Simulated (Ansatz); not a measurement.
# Changed inputs in constrained RPA: RbMnF3 (Pm-3m)

What does U in RbMnF3 (Pm-3m) depend on besides the window?

Method: constrained RPA on LDA, plane waves, PAW, in Ansatz 0.2.0.

## 1. Set-up

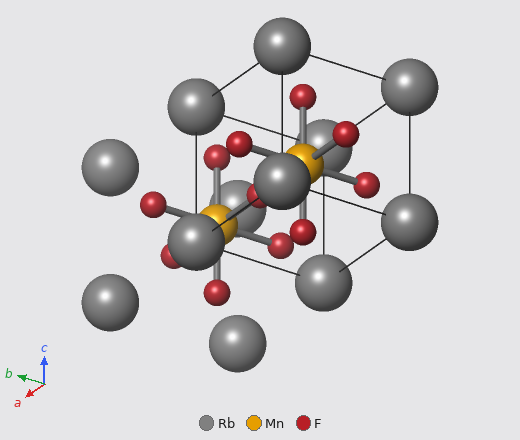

Start, viewed from a free direction; rubidium grey, manganese orange, fluorine red. 2×1×1 cells are drawn. Some periodic images of atoms are drawn too.

The cell and positions are those that the Materials Project relaxed with its own functionals (PBE, PBE+U or r2SCAN), kept fixed. The default PAW set here is soft_2. Its files were made with PBE.

## 2. Base: Mn d, bands v3 to c2, 4×4×4 mesh, medium accuracy

Constrained RPA screens the interaction with every transition except those inside the target bands, which a later many-body model would treat itself.

input.yaml

```yaml
crystal:
  lattice:
    - [0.0, -4.23247214, 0.0]
    - [-4.23247214, 0.0, 0.0]
    - [0.0, 0.0, -4.23247214]
  atoms:
    - { symbol: Rb, position: [0.0, 0.0, 0.0] }
    - { symbol: Mn, position: [0.5, 0.5, 0.5] }
    - { symbol: F, position: [0.5, 0.0, 0.5] }
    - { symbol: F, position: [0.5, 0.5, 0.0] }
    - { symbol: F, position: [0.0, 0.5, 0.5] }
kpoints:
  mp_grid: { grid: [8, 8, 8] }
hamiltonian:
  xc: lda
scf:
  occupations: { method: gaussian, width: 0.08 }
  n_extra_bands: 19
  max_iter: 150
output:
  crpa:
    kmesh: [4, 4, 4]
    target_bands: [v3, c2]
    projections: [{ species: Mn, l: d, shell: 3 }]
  local_orbitals:
    kmesh: [8, 8, 8]
    orbitals: [{ species: Mn, l: d, shell: 3 }]
    window: { bands: [v3, c2] }
    seedname: lo
```

Launch:

```console
> ansatz run input.yaml --threads 4 --pin off --max-ram 9216MiB --backend cpu --events-out ev --progress --plain --runs-dir out
```

Numbers of over 12 decimals in the logs are rounded to 6 here.

Log:

```text
scf.n_extra_bands = 19 over 23 filled bands (N_el = 45.0): the run solves 42 bands
Engine: ansatz 0.2.0, aarch64-unknown-linux-gnu
Pseudopotentials: kind: paw
Pseudopotential: Rb, paw, valence charge 9, recommended cutoff 420 eV (normal), Rb.paw.azcp
Pseudopotential: Mn, paw, valence charge 15, recommended cutoff 420 eV (normal), Mn.paw.azcp
Pseudopotential: F, paw, valence charge 7, recommended cutoff 420 eV (normal), F.paw.azcp
Functional definition: SPW92
  exchange = slater_x
  correlation = pw_c
Crystal: 5 atoms, lattice volume = 75.820 Å³
Basis set: ecut = 420 eV, 1503 PW (Γ)
Bands: 42, of which v1, the nominal top of the filled ones, is band 23 counted from 1 (22 counted from 0)
Symmetry: 48 space group operations
Space group: Pm-3m (ITA 221), of the structure as read, at distance tolerance 4.2e-5 Å
k-points: 35 of 512
Non-local potential: Rb, projectors of the file, l = 0: 3, l = 1: 2, l = 2: 2
Non-local potential: Mn, projectors of the file, l = 0: 3, l = 1: 2, l = 2: 3, l = 3: 1
Non-local potential: F, projectors of the file, l = 0: 2, l = 1: 2, l = 2: 1
PAW form: soft (Blöchl's): semilocal exchange-correlation on the pseudo side does not see the compensation charge
PAW frozen core: Rb, regenerated for the run's functional, and the local potential with it (the file was generated under x = pbe(κ = 0.804, μ = 0.219515), c = pbe(β = 0.066725))
PAW frozen core: Mn, regenerated for the run's functional, and the local potential with it (the file was generated under x = pbe(κ = 0.804, μ = 0.219515), c = pbe(β = 0.066725))
PAW frozen core: F, regenerated for the run's functional, and the local potential with it (the file was generated under x = pbe(κ = 0.804, μ = 0.219515), c = pbe(β = 0.066725))
PAW one-centre angular grid: Rb, 110 points (default); XC on 64 Gauss nodes
PAW one-centre angular grid: Mn, 590 points (default); XC on 64 Gauss nodes
PAW one-centre angular grid: F, 110 points (default); XC on 64 Gauss nodes
Initial density: superposition of atomic densities (neutral atoms: chi_scale 0, normalization atom), corrected by the library's trained network
Initial wavefunctions: pseudopotential atomic-orbital guess
Functional: x = slater, c = lda
SCF iter   1: F=—  HF=-9394.428823 eV  |F-HF|=—  |Δ(HF+E_count)|=         —  Δρ=2.44e-2  dr2=2.54e-1  ethr=1.77e-3  ⟨swp⟩=5.9  Hψ=6613  notcnv=0  defer=246
preconditioner: auto → LDOS  [metal: Δε(μ)=0.022 eV  Ē_g=19.659 eV  σ=0.080 eV  W_gap=0.16  n_scr=18 (ndim 8)  ℏωp=25.9 eV  f_vac=0.056  D(μ)=12.90/eV (n_scr^D=202)  β→1.0]
SCF iter   2: F=—  HF=-9394.376528 eV  |F-HF|=—  |Δ(HF+E_count)|=   5.23e-2  Δρ=1.32e-2  dr2=5.64e-2  ethr=5.64e-4  ⟨swp⟩=2.2  Hψ=2647  notcnv=0  defer=386
[...]
SCF 1 converged in 8 iterations: F = -9394.359020 eV  dr2 = 1.88e-8
[...]
NSCF: frozen V_eff on 38 k-points
NSCF: frozen V_eff on 10 k-points
[...]
cRPA screening: q 1/64
cRPA screening: q 2/64
cRPA screening: q 8/64 (q-point 3)
cRPA screening: q 11/64 (q-point 6)
cRPA screening: q 23/64 (q-point 7)
cRPA screening: q 35/64 (q-point 11)
cRPA screening: q 38/64 (q-point 22)
cRPA screening: q 46/64 (q-point 23)
cRPA screening: q 58/64 (q-point 27)
cRPA screening: q 64/64 (q-point 43)
SCF converged after 8 iterations
Free energy (F): -9394.359020 eV
Harris-Foulkes:  -9394.359020 eV  (|F-HF|=1.23e-8)
Internal energy: -9394.318989 eV  (E = F + TS)
E sigma→0 (E₀):  -9394.339004 eV
Entropy (-TS):   -0.040031 eV (-8.006 meV/atom)
Fermi energy:    7.115178 eV
--- Per-component energies (eV) ---
  E_band       = -488.665099
  E_kinetic    = 1106.815676
  E_local      = -4936.689407  (includes V_loc(G=0)·N_el)
  E_nonlocal   = 656.563558
  E_hartree    = 1903.836101
  E_xc         = -471.807086
  E_vxc        = -579.125484  (∫ρ·V_xc dr)
  E_paw        = -4330.598647  (= ΣΔE_a)
  E_vpaw       = -543.898847  (= ΣTr[D̂ρ^β])
  E_aug_tail   = 0.005985  (compensation charges beyond the density's cutoff)
  E_ewald      = -3323.440135
  E_core_change = 0.994967  (= ΣΔE_core)
  E_smearing   = -0.040031  (= −TS)
  E_closure    = -0.000000  (closes the sum)
  Σ components = -9394.359020   (vs F -9394.359020, Δ=0.00e0)
--- Band table (eV; the first three rows and the last of 35) ---
  k-point 0: bands = [... 19 lower, 2.2021, 6.5229, 6.5229, 6.5229, 6.9519, 6.9519, 8.8986, 12.1891, ... 15 higher]
  k-point 1: bands = [... 19 lower, 2.1664, 6.5277, 6.5957, 6.5957, 6.9537, 7.1025, 9.1715, 12.3144, ... 15 higher]
  k-point 2: bands = [... 19 lower, 2.0839, 6.5393, 6.7675, 6.7675, 6.9577, 7.3995, 9.9189, 12.6313, ... 15 higher]
  k-point 34: bands = [... 19 lower, 2.4411, 7.3132, 7.3132, 7.3132, 8.6466, 8.6466, 12.2692, 12.2692, ... 15 higher]
--- cRPA (band scheme, projected local orbitals): target bands 21..25 (1-based), 5 Wannier function(s), 4×4×4 mesh, 50 bands' worth read of 55 solved, ecut_chi 136.0 eV, v(q+G=0) probe_charge, pair densities all_electron ---
  bands read: the sum over 50 bands ends inside a degenerate multiplet in 1 slot, whose members it reads at an even weight; the widest, k=42: bands 49 to 51 (counted from 1) at 2/3 each
  χ-basis size per q: N_G = 256..284
  window electrons = 5.0000, filled by tetrahedron_uncorrected; constrained ε̄⁻¹(q = 0, 0) head = 0.396733; min gauge Gram eig = 0.7714
  Kanamori averages over each shell's own Wannier functions (sites counted from 0, functions from 1):
    Site 1, 3D, 5 of 5 d orbitals (Wannier functions 1, 2, 3, 4, 5; wannier90's mr 1, 2, 3, 4, 5):
      screened: U = 7.0583 eV, U' = 5.9188 eV, J = 0.5770 eV
      screened d-shell averages: U_bar = F0 = 6.1467 eV, J_bar = 0.8049 eV
      screened, to within: U = 1.7e-2 eV, U' = 1.7e-2 eV, J = 8.8e-4 eV
      screened d-shell averages, to within: U_bar = 1.5e-2 eV, J_bar = 1.3e-3 eV
      bare: V = 20.6342 eV, V' = 19.2038 eV, J = 0.7030 eV
      bare d-shell averages: V_bar = F0 = 19.4899 eV, J_bar = 0.9890 eV
  Hermiticity witness max|P − P†| over intra, direct and exchange elements: 1.07e-14 eV (screened), 3.55e-15 eV (bare)
  Reality witness max|Im| over intra, direct and exchange elements: 1.20e-17 eV (screened), 9.29e-19 eV (bare)
```

It took 77 s on 4 threads of Arm Neoverse V2, shared host; peak memory 0.62 GiB; 4.9 min of CPU time.

Reading the cycles: dr2 is the Hartree energy of the density residual (eV), the measure of convergence; HF is the Harris–Foulkes estimate of the energy, which meets the free energy F at convergence.

Numbers from this step:

| Item | Value |
| --- | --- |
| U | 7.058 eV |
| U prime (inter-orbital) | 5.919 eV |
| J | 0.5770 eV |
| bare V | 20.63 eV |
| bare J | 0.7030 eV |
| stated bound on U | 0.01620 eV |
| U over bare V | 0.3421 |
| electrons in the window | 5.000 |
| head of the constrained inverse dielectric matrix | 0.3967 |
| least eigenvalue of the projection's overlap | 0.7714 |
| target functions | 5 |
| bands in the sums | 50 |
| r.m.s. miss of the model bands | 2.19e-5 eV |
| width of the target bands | 2.124 eV |
| weight of the projected orbitals in the window | 0.9079 |

On the Mn d shell, screening brings the on-site interaction from 20.6 eV down to U = 7.06 eV.

## 3. Changed: 6×6×6 mesh

input.yaml: that of step 2 with these lines changed.

```diff
@@ -21,9 +21,4 @@
   crpa:
-    kmesh: [4, 4, 4]
+    kmesh: [6, 6, 6]
     target_bands: [v3, c2]
     projections: [{ species: Mn, l: d, shell: 3 }]
-  local_orbitals:
-    kmesh: [8, 8, 8]
-    orbitals: [{ species: Mn, l: d, shell: 3 }]
-    window: { bands: [v3, c2] }
-    seedname: lo
```

Log:

```text
[...]
Crystal: 5 atoms, lattice volume = 75.820 Å³
Basis set: ecut = 420 eV, 1503 PW (Γ)
Bands: 42, of which v1, the nominal top of the filled ones, is band 23 counted from 1 (22 counted from 0)
Symmetry: 48 space group operations
[...]
k-points: 35 of 512
[...]
SCF iter   1: F=—  HF=-9394.428823 eV  |F-HF|=—  |Δ(HF+E_count)|=         —  Δρ=2.44e-2  dr2=2.54e-1  ethr=1.77e-3  ⟨swp⟩=5.9  Hψ=6613  notcnv=0  defer=246
[...]
SCF iter   8: F=-9394.359020 eV  HF=-9394.359020 eV  |F-HF|=1.23e-8  |Δ(HF+E_count)|=   2.65e-7  Δρ=6.80e-6  dr2=1.88e-8  ethr=2.22e-10  ⟨swp⟩=8.9  Hψ=7626  notcnv=0
SCF 1 converged in 8 iterations: F = -9394.359020 eV  dr2 = 1.88e-8
[...]
NSCF: frozen V_eff on 20 k-points
[...]
cRPA screening: q 1/216
cRPA screening: q 2/216
cRPA screening: q 8/216 (q-point 3)
cRPA screening: q 14/216 (q-point 4)
cRPA screening: q 17/216 (q-point 8)
[...]
E sigma→0 (E₀):  -9394.339004 eV
Entropy (-TS):   -0.040031 eV (-8.006 meV/atom)
Fermi energy:    7.115178 eV
[...]
--- Band table (eV; the first three rows and the last of 35) ---
  k-point 0: bands = [... 19 lower, 2.2021, 6.5229, 6.5229, 6.5229, 6.9519, 6.9519, 8.8986, 12.1891, ... 15 higher]
  k-point 1: bands = [... 19 lower, 2.1664, 6.5277, 6.5957, 6.5957, 6.9537, 7.1025, 9.1715, 12.3144, ... 15 higher]
  k-point 2: bands = [... 19 lower, 2.0839, 6.5393, 6.7675, 6.7675, 6.9577, 7.3995, 9.9189, 12.6313, ... 15 higher]
  k-point 34: bands = [... 19 lower, 2.4411, 7.3132, 7.3132, 7.3132, 8.6466, 8.6466, 12.2692, 12.2692, ... 15 higher]
[...]
χ-basis size per q: N_G = 256..284
[...]
screened: U = 7.0234 eV, U' = 5.8847 eV, J = 0.5771 eV
      screened d-shell averages: U_bar = F0 = 6.1124 eV, J_bar = 0.8049 eV
      screened, to within: U = 1.7e-2 eV, U' = 1.7e-2 eV, J = 8.8e-4 eV
      screened d-shell averages, to within: U_bar = 1.6e-2 eV, J_bar = 1.3e-3 eV
      bare: V = 20.6235 eV, V' = 19.1932 eV, J = 0.7029 eV
      bare d-shell averages: V_bar = F0 = 19.4793 eV, J_bar = 0.9889 eV
[...]
[key lines of the parts left out:]
SCF converged after 8 iterations
Free energy (F): -9394.359020 eV
```

Elapsed: 7.7 min, on 4 threads; peak memory 0.87 GiB.

Numbers from this step:

- U: 7.023 eV
- U prime (inter-orbital): 5.885 eV
- J: 0.5771 eV
- bare V: 20.62 eV
- bare J: 0.7029 eV
- stated bound on U: 0.01651 eV
- U over bare V: 0.3406
- electrons in the window: 5.000
- head of the constrained inverse dielectric matrix: 0.3954
- least eigenvalue of the projection's overlap: 0.7714
- target functions: 5
- bands in the sums: 50
- width of the target bands: 2.124 eV
- weight of the projected orbitals in the window: 0.9079

On the Mn d shell, screening brings the on-site interaction from 20.6 eV down to U = 7.02 eV.

## 4. Changed: 2×2×2 mesh

input.yaml: that of step 3 with these lines changed.

```diff
@@ -21,3 +21,3 @@
   crpa:
-    kmesh: [6, 6, 6]
+    kmesh: [2, 2, 2]
     target_bands: [v3, c2]
```

Log:

```text
[...]
Crystal: 5 atoms, lattice volume = 75.820 Å³
Basis set: ecut = 420 eV, 1503 PW (Γ)
Bands: 42, of which v1, the nominal top of the filled ones, is band 23 counted from 1 (22 counted from 0)
Symmetry: 48 space group operations
[...]
k-points: 35 of 512
[...]
χ-basis size per q: N_G = 256..280
[...]
screened: U = 7.4949 eV, U' = 6.3395 eV, J = 0.5796 eV
      screened d-shell averages: U_bar = F0 = 6.5706 eV, J_bar = 0.8107 eV
      screened, to within: U = 1.4e-2 eV, U' = 1.4e-2 eV, J = 8.9e-4 eV
      screened d-shell averages, to within: U_bar = 1.3e-2 eV, J_bar = 1.3e-3 eV
      bare: V = 20.8059 eV, V' = 19.3693 eV, J = 0.7069 eV
      bare d-shell averages: V_bar = F0 = 19.6567 eV, J_bar = 0.9942 eV
[...]
[key lines of the parts left out:]
SCF converged after 8 iterations
Free energy (F): -9394.359020 eV
Fermi energy:    7.115178 eV
```

It took 9.8 s on 4 threads; peak memory 0.53 GiB.

Numbers from this step:

* U: 7.495 eV
* U prime (inter-orbital): 6.340 eV
* J: 0.5796 eV
* bare V: 20.81 eV
* bare J: 0.7069 eV
* stated bound on U: 0.01347 eV
* U over bare V: 0.3602
* electrons in the window: 5.000
* head of the constrained inverse dielectric matrix: 0.3865
* least eigenvalue of the projection's overlap: 0.7714
* target functions: 5
* bands in the sums: 50
* width of the target bands: 2.124 eV
* weight of the projected orbitals in the window: 0.9079

On the Mn d shell, screening brings the on-site interaction from 20.8 eV down to U = 7.49 eV.

## 5. Changed: sums over states on smooth products

input.yaml: that of step 4 with these lines changed.

```diff
@@ -21,4 +21,8 @@
   crpa:
-    kmesh: [2, 2, 2]
+    kmesh: [4, 4, 4]
     target_bands: [v3, c2]
     projections: [{ species: Mn, l: d, shell: 3 }]
+    accuracy: sum_over_states
+    pair_densities: pseudo
+    n_empty_bands: 46
+    ecut_chi: 136
```

Log:

```text
[...]
Crystal: 5 atoms, lattice volume = 75.820 Å³
Basis set: ecut = 420 eV, 1503 PW (Γ)
Bands: 42, of which v1, the nominal top of the filled ones, is band 23 counted from 1 (22 counted from 0)
Symmetry: 48 space group operations
[...]
k-points: 35 of 512
[...]
χ-basis size per q: N_G = 256..284
[...]
U and J over all bands: no bound (output.crpa.accuracy: sum_over_states); those below are of the sums over the bands read on the sphere of ecut_chi alone
[...]
screened: U = 7.4897 eV, U' = 6.1245 eV, J = 0.6742 eV
      screened d-shell averages: U_bar = F0 = 6.3975 eV, J_bar = 0.9472 eV
      bare: V = 20.6342 eV, V' = 19.2038 eV, J = 0.7030 eV
      bare d-shell averages: V_bar = F0 = 19.4899 eV, J_bar = 0.9890 eV
[...]
[key lines of the parts left out:]
SCF converged after 8 iterations
Free energy (F): -9394.359020 eV
Fermi energy:    7.115178 eV
```

It took 6.2 s on 4 threads; peak memory 0.49 GiB.

This variant gives U = 7.49 eV against 7.06 eV. It is a finite sum over empty states with no bound on its error and stays out of the table below.

## 6. Changed: sums over states

input.yaml: that of step 5 with these lines changed.

```diff
@@ -25,4 +25,3 @@
     accuracy: sum_over_states
-    pair_densities: pseudo
-    n_empty_bands: 46
-    ecut_chi: 136
+    n_empty_bands: 23
+    ecut_chi: 70
```

Log:

```text
[...]
Crystal: 5 atoms, lattice volume = 75.820 Å³
Basis set: ecut = 420 eV, 1503 PW (Γ)
Bands: 42, of which v1, the nominal top of the filled ones, is band 23 counted from 1 (22 counted from 0)
Symmetry: 48 space group operations
[...]
k-points: 35 of 512
[...]
k-point 34: bands = [... 19 lower, 2.4411, 7.3132, 7.3132, 7.3132, 8.6466, 8.6466, 12.2692, 12.2692, ... 15 higher]
[...]
χ-basis size per q: N_G = 88..110
[...]
screened: U = 7.5401 eV, U' = 6.2916 eV, J = 0.6096 eV
      screened d-shell averages: U_bar = F0 = 6.5413 eV, J_bar = 0.8593 eV
      bare: V = 20.6342 eV, V' = 19.2038 eV, J = 0.7030 eV
      bare d-shell averages: V_bar = F0 = 19.4899 eV, J_bar = 0.9890 eV
[...]
[key lines of the parts left out:]
SCF converged after 8 iterations
Free energy (F): -9394.359020 eV
Fermi energy:    7.115178 eV
```

It took 5.8 s on 4 threads; peak memory 0.53 GiB.

This variant gives U = 7.54 eV against 7.06 eV. It is a finite sum over empty states with no bound on its error and stays out of the table below.

## 7. Changed: sums without a band count

input.yaml: that of step 6 with these lines changed.

```diff
@@ -25,3 +25 @@
     accuracy: sum_over_states
-    n_empty_bands: 23
-    ecut_chi: 70
```

Log:

```text
Error: 2 input errors — fix all and re-run
  1. invalid value for `output.crpa.n_empty_bands`: is left out, and the sums over bands alone (accuracy: sum_over_states under output.crpa) have no default for it, since their result follows it; type one, or take accuracy: low, medium or high under output.crpa
  2. invalid value for `output.crpa.ecut_chi`: is left out, and the sums over bands alone (accuracy: sum_over_states under output.crpa) have no default for it, since their result follows it; type one, or take accuracy: low, medium or high under output.crpa
```

It took 0.1 s on 4 threads; peak memory 0.087 GiB.

The input was rejected at the start.

The program's message: “Error: 2 input errors — fix all and re-run”

The fault put into this input: sums without a band count.

[end of part 1 of 2]

[Paths, hosts, dates, memory and timing lines, banners, echoed tables and standing remarks are left out of the program output.]

[Logs are printed without paths, hosts, clocks, repeated set-up lines and the standing remarks that a program may print on its own settings, such as how far it seeks lower states.]

[Runs of the session that timed out or met a known fault of the program may be left out.]

[Hosts, paths, dates, database ids (printed as entryN), source tags and the programs' standing remarks are cut or masked in the printed files.]
